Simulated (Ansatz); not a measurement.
# AlH₃SeO (SMILES [OH][AlH][SeH]): single points off equilibrium

The atoms stand at a structure displaced at random from a GFN2-xTB minimum. How far do the functionals agree with CCSD(T) there?

Program: Ansatz 0.2.0, Gaussian basis. Level of theory: single points in def2-TZVPP. These are calculated values, not measurements.

Cores are frozen in the correlated methods. Filled d shells of the heavier atoms are correlated.

## Step 1: Where the work starts

6 atoms, charge 0, spin multiplicity 1.

Atoms are counted from 1 here; the program's logs count them from 0.

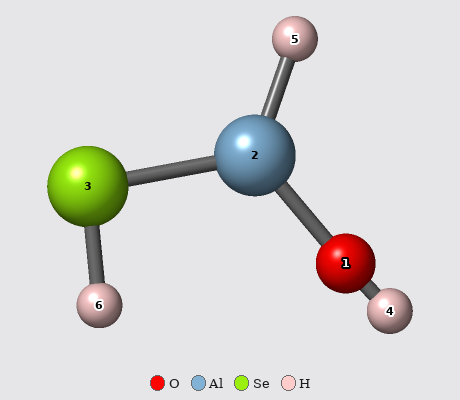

As it starts; oxygen red, aluminium light blue, selenium green, hydrogen pink; atoms are numbered from 1 in the order of the file.

As a file:

```
atom    x (Å)    y (Å)    z (Å)
  O1  -0.7510  -0.9524  -0.8525
 Al2   0.3365   0.4921  -0.4662
 Se3   0.8695   0.9334   1.6541
  H4  -1.2807  -1.5834  -1.0702
  H5   0.7585   1.5393  -1.6431
  H6   0.1004  -0.2910   2.2490
```

## Step 2: CCSD(T)/def2-TZVPP

Input file run/in.yaml:

```yaml
crystal:
  periodic: [false, false, false]
  atoms:
    - {symbol: O, position_ang: [-0.751000, -0.952400, -0.852500]}
    - {symbol: Al, position_ang: [0.336500, 0.492100, -0.466200]}
    - {symbol: Se, position_ang: [0.869500, 0.933400, 1.654100]}
    - {symbol: H, position_ang: [-1.280700, -1.583400, -1.070200]}
    - {symbol: H, position_ang: [0.758500, 1.539300, -1.643100]}
    - {symbol: H, position_ang: [0.100400, -0.291000, 2.249000]}
basis:
  gaussian: {orbitals: def2-TZVPP}
correlation: {method: ccsd_t}
output: {forces: true}
```

The command line of these runs was not kept.

## Step 3: PBE0-D4/def2-TZVPP

run/in.yaml, as its differences from that of step 2:

```diff
@@ -11,3 +11,3 @@
   gaussian: {orbitals: def2-TZVPP}
-correlation: {method: ccsd_t}
-output: {forces: true}
+hamiltonian: {xc: pbe0, dispersion: d4}
+output: {forces: true, orbitals: {seedname: orbitals}}
```

## Step 4: wB97M-V/def2-TZVPP

run/in.yaml, as its differences from that of step 3:

```diff
@@ -11,3 +11,3 @@
   gaussian: {orbitals: def2-TZVPP}
-hamiltonian: {xc: pbe0, dispersion: d4}
-output: {forces: true, orbitals: {seedname: orbitals}}
+hamiltonian: {xc: {name: wB97M-V}}
+output: {forces: true}
```

## Step 5: r2SCAN-D4/def2-TZVPP

run/in.yaml, as its differences from that of step 4:

```diff
@@ -11,3 +11,3 @@
   gaussian: {orbitals: def2-TZVPP}
-hamiltonian: {xc: {name: wB97M-V}}
+hamiltonian: {xc: r2scan, dispersion: d4}
 output: {forces: true}
```

## Step 6: PBE-D4/def2-TZVPP

run/in.yaml, as its differences from that of step 5:

```diff
@@ -11,3 +11,3 @@
   gaussian: {orbitals: def2-TZVPP}
-hamiltonian: {xc: r2scan, dispersion: d4}
+hamiltonian: {xc: pbe, dispersion: d4}
 output: {forces: true}
```

## Step 7: wB97X-V/def2-TZVPP

run/in.yaml, as its differences from that of step 6:

```diff
@@ -11,3 +11,3 @@
   gaussian: {orbitals: def2-TZVPP}
-hamiltonian: {xc: pbe, dispersion: d4}
+hamiltonian: {xc: {name: wB97X-V}}
 output: {forces: true}
```

## Step 8: HSE06-D4/def2-TZVPP

run/in.yaml, as its differences from that of step 7:

```diff
@@ -11,3 +11,3 @@
   gaussian: {orbitals: def2-TZVPP}
-hamiltonian: {xc: {name: wB97X-V}}
+hamiltonian: {xc: hse06, dispersion: d4}
 output: {forces: true}
```

(Steps that only read results are left out.)

Q: Predict the outcome of this session. Wanted: energy less free atoms, CCSD(T)/def2-TZVPP; RMS force component; RMS force error; HOMO and LUMO, PBE0-D4; T1 diagnostic.

As calculated:

```
                                  quantity                                                                                            value
energy less free atoms, CCSD(T)/def2-TZVPP                                                                                  -409.9 kcal/mol
                       RMS force component                                                             3.454 to 3.517 eV/Å over the methods
                           RMS force error  PBE0-D4 0.041, wB97M-V 0.070, r2SCAN-D4 0.041, PBE-D4 0.183, wB97X-V 0.063, HSE06-D4 0.040 eV/Å
                    HOMO and LUMO, PBE0-D4                                                                               -7.60 and -0.93 eV
                             T1 diagnostic                                                                                            0.011
```

**Reading.** Against CCSD(T) the functionals' energies less atoms differ by -12.9 to -2.6 kcal/mol, PBE-D4 by -11.9 kcal/mol. The reference is not at the basis limit: in triple zeta CCSD(T) underbinds, which counts against methods that bind more; the gaps are no ranking. On forces the order runs from HSE06-D4 to PBE-D4.
